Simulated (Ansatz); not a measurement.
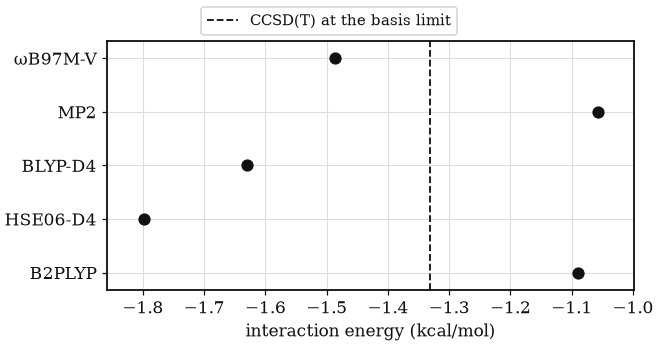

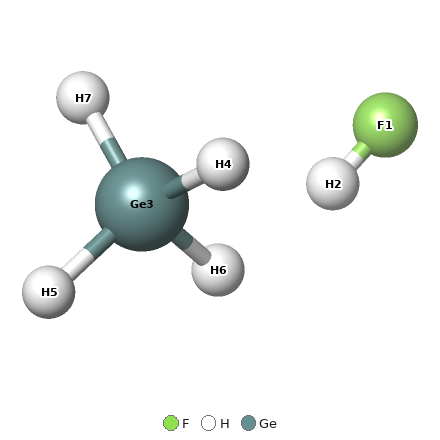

Counterpoise interaction energy of the pair FH and GeH₄ at one optimised PBE0-D4 geometry, drawn, with the closest contact F1···H6 2.70 Å (H···H pairs aside; other arrangements can bind more strongly; the cost of deforming the partners isn't counted), def2-TZVPPD, the Ansatz code; cores frozen in correlated methods. On heavy atoms the filled d shell below the valence is correlated. The line takes HF and MP2 limits from def2-TZVPPD and QZVPPD, and the coupled-cluster step in TZVPPD. B2PLYP holds a correlation term that converges slowly with the basis, so part of the distance to the limit is basis error. No dispersion term is added to B2PLYP. The distance of MP2 to the limit includes basis error.

Question: Which level comes closest to the line (CCSD(T) at the basis limit), and which misses most?

Answer: Closest ωB97M-V (−1.49 kcal/mol), against −1.33 kcal/mol; farthest HSE06-D4 (−1.80 kcal/mol).

Question: Give the values.

Answer:
| level | kcal/mol | less CCSD(T) at the basis limit |
| --- | --- | --- |
| ωB97M-V | −1.49 | −0.16 |
| MP2 | −1.06 | 0.27 |
| BLYP-D4 | −1.63 | −0.30 |
| HSE06-D4 | −1.80 | −0.47 |
| B2PLYP | −1.09 | 0.24 |
| CCSD(T) at the basis limit | −1.33 | 0.00 |

Limits of at least one run: no scalar relativity up to krypton.
